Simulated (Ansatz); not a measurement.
## Electronic structure of H₆O₂Si₂···H₂ in real space

```xyz
12

Si    0.6672   -0.0443   -1.4053
O     1.0474    1.5009   -1.0078
O    -0.6907   -0.5564   -0.6653
Si   -1.3886   -0.9950    0.7493
H     0.4168   -0.1632   -2.8616
H     1.8234   -0.8509   -0.9580
H     1.2585    1.2974    1.6537
H     1.1889    1.0005    2.3362
H     0.5009    2.2055   -1.3584
H    -1.8996    0.2066    1.4562
H    -0.4055   -1.6950    1.6167
H    -2.5188   -1.9061    0.4443
```

The reactant side of a reaction path; geometry: PBE0-D4/def2-TZVP.

Level of theory: RKS PBE0-D4/def2-TZVPP in Ansatz 0.2.0.

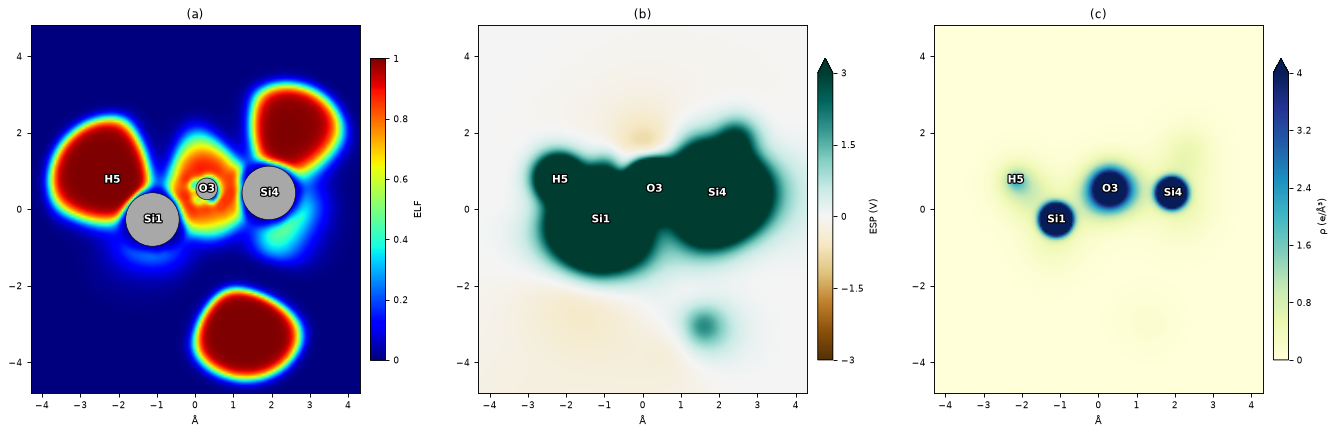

Figure 1. (a) electron localisation function; (b) molecular electrostatic potential; (c) total electron density on the plane of atoms O3, Si1 and H5. Grey discs cover the atomic cores in the ELF map.

What do the fields say about this system?

Answer.
- Atoms in the plane: Si, O and H.
- Si–O (1.63 Å): the density is about 1.2 e/Å³ at the midpoint; the ELF peaks at about 0.85 between the atoms; a polar covalent bond.
- Si–H (1.48 Å): the density is about 0.83 e/Å³ at the midpoint; the ELF climbs to about 1 towards the hydrogen, as it does in any bond to H.
- The ELF also peaks beside O3, away from the bonds: lone-pair regions.
- Outside the dense part of the complex the potential is most negative (−0.8 V) near O3.

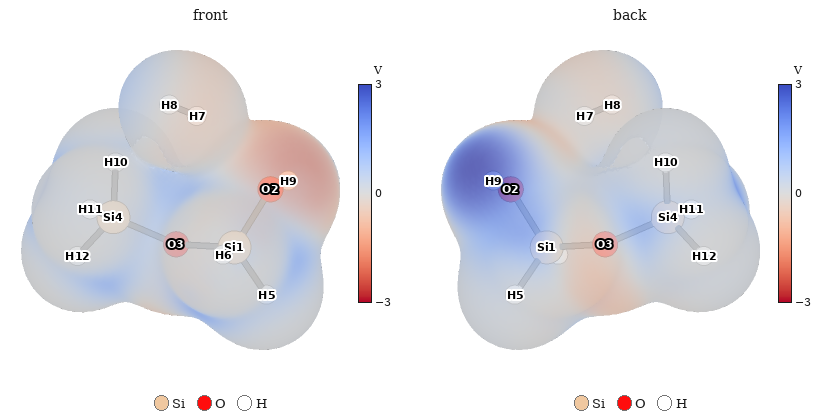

Figure 2. The molecular electrostatic potential painted on the density surface at 0.002 e/bohr³, seen from the front and from behind; the colour scale runs from red (negative) to blue (positive).

Where is the surface potential most negative and most positive?

Answer. The most negative region (about −1.2 V, or −28 kcal/mol for a unit charge) lies over O2, the most positive (about +2.7 V, or +62 kcal/mol for a unit charge) over H9. O2 is the likeliest acceptor of a hydrogen bond.

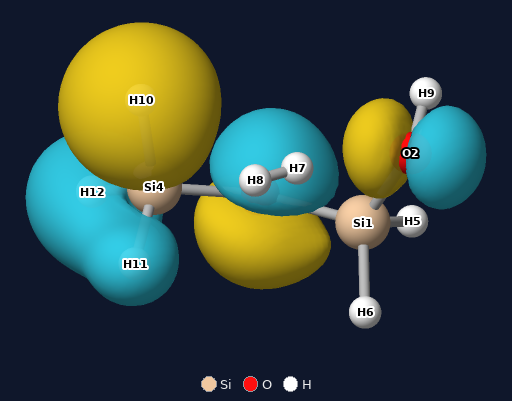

Figure 3. The HOMO−1 at ±0.08 Å⁻³ᐟ² (yellow and cyan are the two phases), seen from one side.

Where does this orbital lie, and at what energy?

Answer. Its weight (Hirshfeld) is mainly on O3 (about 30 %), Si4 (about 25 %), H10 (about 20 %), H12 (about 10 %) and O2 (about 10 %). Its energy is −8.97 eV.
